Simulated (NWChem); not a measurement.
**the pair SiH4Te···SiH2O, step by step**

Wanted: a single-point energy (singlet Si2H6TeO, revPBE-D3(0)/3-21G), then the energy (singlet SiH4Te, revPBE-D3(0)/3-21G), then a single-point energy (singlet SiH2O, revPBE-D3(0)/3-21G), then the energy (singlet SiH4Te, revPBE-D3(0)/3-21G), then the energy (singlet SiH2O, revPBE-D3(0)/3-21G) of H6OSi2Te and its partners. 

The results are computed with NWChem 7.3.0.

## (1) Starting point

The species is Si2H6TeO (10 atoms), meant as a singlet with charge 0. The two molecules were placed rigidly side by side, at 0.8 times their contact distance; the pair isn't optimised.

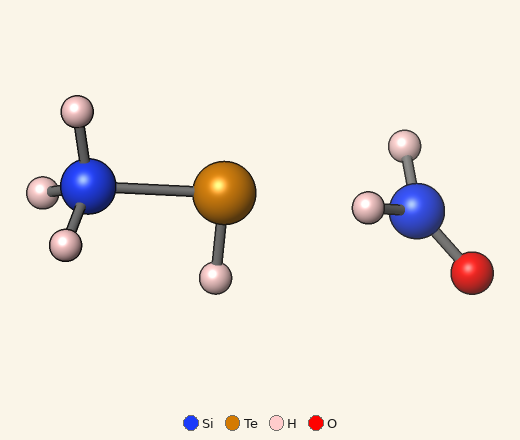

The structure, seen from a chosen angle (silicon blue, tellurium orange, hydrogen pink, oxygen red).

## (2) A single-point energy at revPBE-D3(0)/3-21G (run 1)

Contents of work.nw:

```
START work
TITLE "H6OSi2Te energy"
memory total 2200 mb
charge 0

GEOMETRY units angstrom noautosym nocenter noautoz
  Si      -0.303600      -0.259050      -0.512020
  Te      -0.112900       0.810850       1.732680
  H        0.374100      -1.578850      -0.543220
  H       -1.761100      -0.435750      -0.728220
  H        0.262400       0.608250      -1.574820
  H        1.541100       0.854550       1.625580
  O        1.661410       3.113160       5.784260
  Si       0.561120       2.955900       4.753660
  H        0.126810       1.650490       4.193370
  H       -0.212040       4.088870       4.183080
END

BASIS spherical bse
  Si library 3-21G
  Te library 3-21G
  H library 3-21G
  O library 3-21G
END

DFT
  xc revpbe cpbe96
  mult 1
  disp vdw 3
  grid fine
  convergence energy 1e-08
  iterations 100
  mulliken
  print low
END

TASK dft
```

Launch:

```console
$ nwchem work.nw > work.out
```

The log of the run:

```text
[...]
 d= 0,ls=0.0,diis     1  -7238.8736364083 -7.71D+03  9.61D-02  1.47D+00     1.2
[...]
 d= 0,ls=0.0,diis    12  -7239.0949208763 -4.37D-09  3.88D-07  7.72D-10    10.2
         Total DFT energy =    -7239.094920876274
      One electron energy =   -10903.268083119952
           Coulomb energy =     3421.047149196797
    Exchange-Corr. energy =     -223.366565565102
 Nuclear repulsion energy =      466.501041356894
    Dispersion correction =       -0.008462744911
[...]
      Total Density - Mulliken Population Analysis
     ---------------------------------------------
    Atom       Charge   Shell Charges
 -----------   ------   -------------------------------------------------------
    1 Si  14    13.89   2.00  1.97  5.85  0.74  1.73  0.74  0.87
    2 Te  52    51.90   2.00  2.00  6.00  2.00  5.99  2.00  5.96  1.10  2.42  0.83  1.62 10.00  9.99
    3 H    1     1.05   0.44  0.61
    4 H    1     1.04   0.44  0.61
    5 H    1     1.05   0.44  0.61
    6 H    1     1.06   0.41  0.64
    7 O    8     8.50   1.98  0.44  2.06  1.54  2.48
    8 Si  14    13.23   2.00  1.97  5.85  0.78  1.55  0.44  0.64
    9 H    1     1.15   0.43  0.72
   10 H    1     1.12   0.43  0.69
[...]
```

Wall time 11 s (1 thread of Intel Xeon 6975P-C (Granite Rapids), shared host); peak memory 0.13 GiB.

## (3) SiH4Te: the energy at revPBE-D3(0)/3-21G (run 2)

Contents of h4site.nw:

```
start h4site
memory total 2200 mb
charge 0
geometry units bohr noautosym nocenter noautoz
 Si  -0.57372085  -0.48953355  -0.96757757
 Te  -0.21335008   1.53228443   3.27429066
 H    0.70694654  -2.98359409  -1.02653703
 H   -3.32799668  -0.82344816  -1.37613636
 H    0.49586414   1.14942592  -2.97597850
 H    2.91225693   1.61486546   3.07190099
end
basis spherical bse
 * library 3-21G
end
dft
 xc revpbe cpbe96
 mult 1
 disp vdw 3
 grid fine
 convergence energy 1e-08
 iterations 100
 mulliken
 noprint "final vectors analysis"
end
task dft energy
```

Launch:

```console
$ nwchem h4site.nw > h4site.out
```

The log of the run:

```text
[...]
          Wavefunction type:  closed shell.
          No. of atoms     :     6
          No. of electrons :    70
[...]
          Charge           :     0
          Spin multiplicity:     1
[...]
          AO basis - number of functions:    52
[...]
              XC Information
              --------------
                        RevPBE Exchange Functional  1.000
            Perdew 1991 LDA Correlation Functional  1.000 local
           PerdewBurkeErnz. Correlation Functional  1.000 non-local
[...]
 d= 0,ls=0.0,diis     1  -6875.2251812446 -7.09D+03  2.15D-02  2.92D-01     0.6
[...]
 d= 0,ls=0.0,diis     8  -6875.2608947905  1.31D-09  5.16D-06  2.06D-08     3.5
         Total DFT energy =    -6875.260894790456
      One electron energy =    -9897.343593433252
           Coulomb energy =     3000.745346818116
    Exchange-Corr. energy =     -193.291782371333
 Nuclear repulsion energy =      214.633054087983
    Dispersion correction =       -0.003919891970
[...]
      Total Density - Mulliken Population Analysis
     ---------------------------------------------
    Atom       Charge   Shell Charges
 -----------   ------   -------------------------------------------------------
    1 Si  14    13.88   2.00  1.97  5.85  0.74  1.73  0.72  0.87
    2 Te  52    51.91   2.00  2.00  6.00  2.00  5.99  2.00  5.96  1.09  2.42  0.85  1.61 10.00  9.99
    3 H    1     1.05   0.44  0.62
    4 H    1     1.05   0.44  0.61
    5 H    1     1.05   0.44  0.62
    6 H    1     1.06   0.41  0.65
[...]
```

Wall time 4.2 s (1 thread of Intel Xeon 6975P-C (Granite Rapids), shared host); peak memory 0.12 GiB.

## (4) SiH2O: a single-point energy at revPBE-D3(0)/3-21G (run 3)

Contents of struct.nw:

```
start struct
title "H2OSi"
memory 2200 mb

geometry units angstrom noautosym nocenter noautoz
   O     1.661410    3.113160    5.784260
   Si    0.561120    2.955900    4.753660
   H     0.126810    1.650490    4.193370
   H    -0.212040    4.088870    4.183080
end

basis "ao basis" spherical bse
   O library 3-21G
   Si library 3-21G
   H library 3-21G
end

dft
   xc revpbe cpbe96
   disp vdw 3
   grid fine
   convergence energy 1e-08
   iterations 100
   mulliken
   print low
end

task dft
```

Launch:

```console
$ nwchem struct.nw > struct.out
```

The log of the run:

```text
[...]
 d= 0,ls=0.0,diis     1   -363.6449073791 -4.16D+02  2.27D-01  1.19D+00     0.2
[...]
 d= 0,ls=0.0,diis    10   -363.8342458555 -3.04D-09  3.54D-07  7.61D-11     0.9
         Total DFT energy =     -363.834245855491
      One electron energy =     -607.755264276094
           Coulomb energy =      221.504523393559
    Exchange-Corr. energy =      -30.066870810683
 Nuclear repulsion energy =       52.484773957863
    Dispersion correction =       -0.001408120136
[...]
      Total Density - Mulliken Population Analysis
     ---------------------------------------------
    Atom       Charge   Shell Charges
 -----------   ------   -------------------------------------------------------
    1 O    8     8.51   1.98  0.44  2.06  1.55  2.48
    2 Si  14    13.23   2.00  1.97  5.85  0.78  1.55  0.44  0.64
    3 H    1     1.13   0.43  0.70
    4 H    1     1.13   0.43  0.70
[...]
```

It took 1.5 s on 1 thread of Intel Xeon 6975P-C (Granite Rapids), shared host; peak memory 0.12 GiB.

## (5) SiH4Te among ghost functions: a single-point energy at revPBE-D3(0)/3-21G (with ghost functions) (run 4)

Contents of mol.nw:

```
start mol
memory total 2200 mb

geometry units angstroms noautosym nocenter noautoz
  Si    -0.303600    -0.259050    -0.512020
  Te    -0.112900     0.810850     1.732680
  H      0.374100    -1.578850    -0.543220
  H     -1.761100    -0.435750    -0.728220
  H      0.262400     0.608250    -1.574820
  H      1.541100     0.854550     1.625580
  bqO      1.661410     3.113160     5.784260
  bqSi     0.561120     2.955900     4.753660
  bqH      0.126810     1.650490     4.193370
  bqH     -0.212040     4.088870     4.183080
end

basis spherical bse
  Si library 3-21G
  Te library 3-21G
  H library 3-21G
  bqO library O 3-21G
  bqSi library Si 3-21G
  bqH library H 3-21G
end

dft
  xc revpbe cpbe96
  disp vdw 3
  grid fine
  convergence energy 1e-08
  maxiter 100
  mulliken
  print low
end

task dft energy
```

Launch:

```console
$ nwchem mol.nw > mol.out
```

The log of the run:

```text
[...]
 d= 0,ls=0.0,diis     1  -6875.2263826996 -7.09D+03  1.44D-02  2.95D-01     1.1
[...]
 d= 0,ls=0.0,diis     8  -6875.2621578775  1.84D-09  3.93D-06  2.69D-08     6.9
         Total DFT energy =    -6875.262157877502
      One electron energy =    -9897.299358974062
           Coulomb energy =     3000.697822370821
    Exchange-Corr. energy =     -193.289770871413
 Nuclear repulsion energy =      214.633069489398
    Dispersion correction =       -0.003919892247
[...]
      Total Density - Mulliken Population Analysis
     ---------------------------------------------
    Atom       Charge   Shell Charges
 -----------   ------   -------------------------------------------------------
    1 Si  14    13.89   2.00  1.97  5.85  0.74  1.73  0.73  0.87
    2 Te  52    51.89   2.00  2.00  6.00  2.00  5.99  2.00  5.96  1.09  2.42  0.85  1.59 10.00  9.99
    3 H    1     1.05   0.44  0.62
    4 H    1     1.04   0.44  0.61
    5 H    1     1.05   0.44  0.62
    6 H    1     1.06   0.41  0.65
    7 X    0    -0.00   0.00  0.00  0.00 -0.00 -0.00
    8 X    0     0.01  -0.00 -0.00  0.00 -0.00 -0.00  0.00  0.00
    9 X    0    -0.00  -0.00 -0.00
   10 X    0     0.00  -0.00  0.00
[...]
```

Wall time 7.8 s (1 thread of Intel Xeon 6975P-C (Granite Rapids), shared host); peak memory 0.13 GiB.

## (6) SiH2O among ghost functions: a single-point energy at revPBE-D3(0)/3-21G (with ghost functions) (run 5)

Contents of h2osi.nw:

```
start h2osi
title "H2OSi revPBE"
memory total 2200 mb
geometry units bohr noautosym nocenter noautoz
   O    3.13960988   5.88301978  10.93066723
   Si   1.06036312   5.58584145   8.98311549
   H    0.23963617   3.11897407   7.92432084
   H   -0.40069753   7.72684446   7.90487556
   bqSi    -0.573721    -0.489534    -0.967578
   bqTe    -0.213350     1.532284     3.274291
   bqH      0.706947    -2.983594    -1.026537
   bqH     -3.327997    -0.823448    -1.376136
   bqH      0.495864     1.149426    -2.975978
   bqH      2.912257     1.614865     3.071901
end
basis spherical bse
   O library 3-21G
   Si library 3-21G
   H library 3-21G
   bqSi library Si 3-21G
   bqTe library Te 3-21G
   bqH library H 3-21G
end
dft
   xc revpbe cpbe96
   mult 1
   disp vdw 3
   grid fine
   convergence energy 1e-08
   maxiter 100
   mulliken
   print low
end
task dft energy
```

Launch:

```console
$ nwchem h2osi.nw > h2osi.out
```

The log of the run:

```text
[...]
 d= 0,ls=0.0,diis     1   -363.6475404480 -4.16D+02  7.37D-02  1.19D+00     1.0
[...]
 d= 0,ls=0.0,diis    10   -363.8364663873 -3.56D-09  3.60D-07  3.61D-10     7.3
         Total DFT energy =     -363.836466387303
      One electron energy =     -607.730281092438
           Coulomb energy =      221.473894200021
    Exchange-Corr. energy =      -30.063441571713
 Nuclear repulsion energy =       52.484770196583
    Dispersion correction =       -0.001408119756
[...]
      Total Density - Mulliken Population Analysis
     ---------------------------------------------
    Atom       Charge   Shell Charges
 -----------   ------   -------------------------------------------------------
    1 O    8     8.50   1.98  0.44  2.06  1.54  2.48
    2 Si  14    13.24   2.00  1.97  5.85  0.78  1.55  0.45  0.64
    3 H    1     1.13   0.43  0.70
    4 H    1     1.13   0.43  0.69
    5 X    0    -0.00   0.00 -0.00 -0.00 -0.00  0.00 -0.00 -0.00
    6 X    0    -0.00  -0.00 -0.00 -0.00 -0.00 -0.00 -0.00 -0.00 -0.00  0.00  0.00 -0.01 -0.00 -0.00
    7 X    0     0.00  -0.00  0.00
    8 X    0     0.00  -0.00  0.00
    9 X    0     0.00  -0.00  0.00
   10 X    0     0.00  -0.00  0.00
[...]
```

Wall time 8.1 s (1 thread of Intel Xeon 6975P-C (Granite Rapids), shared host); peak memory 0.12 GiB.

## (7) What came out

```
                                                                                                                   quantity           value
                                                                                    run 1, revPBE-D3(0)/3-21G: total energy  -7239.09492 Eh
                                                                               run 1, revPBE-D3(0)/3-21G: dispersion energy   -22.22 kJ/mol
                                                                                                       SiH4Te: total energy  -6875.26089 Eh
                                                                                                      SiH4Te: dipole moment          0.89 D
                                                                                                  SiH4Te: dispersion energy   -10.29 kJ/mol
                                                                                                        SiH2O: total energy   -363.83425 Eh
                                                                                                   SiH2O: dispersion energy    -3.70 kJ/mol
                                                                                 SiH4Te among ghost functions: total energy  -6875.26216 Eh
                                                                            SiH4Te among ghost functions: dispersion energy   -10.29 kJ/mol
                                                                                  SiH2O among ghost functions: total energy   -363.83647 Eh
                                                                             SiH2O among ghost functions: dispersion energy    -3.70 kJ/mol
              interaction energy of the rigid parts SiH4Te and SiH2O (parts in their own basis; closest atoms 2.61 Å apart)        0.006 eV
interaction energy of the rigid parts SiH4Te and SiH2O (parts in the whole basis, counterpoise; closest atoms 2.61 Å apart)        0.101 eV
```

What this shows: The interaction energy of the rigid parts SiH4Te and SiH2O (parts in their own basis; closest atoms 2.61 Å apart) is 0.01 eV (0.1 kcal/mol). Without counterpoise this holds the superposition error of the basis. The interaction energy of the rigid parts SiH4Te and SiH2O (parts in the whole basis, counterpoise; closest atoms 2.61 Å apart) is 0.10 eV (2.3 kcal/mol): the parts repel at this shape. The basis-set superposition error is 9.1 kJ/mol. Mulliken charges (run 1, revPBE-D3(0)/3-21G) run from -0.50 on O7 to +0.77 on Si8. Relativity is left out (run 1, revPBE-D3(0)/3-21G) although the molecule holds a heavy atom. Mulliken charges (SiH4Te) run from -0.06 on H6 to +0.12 on Si1.
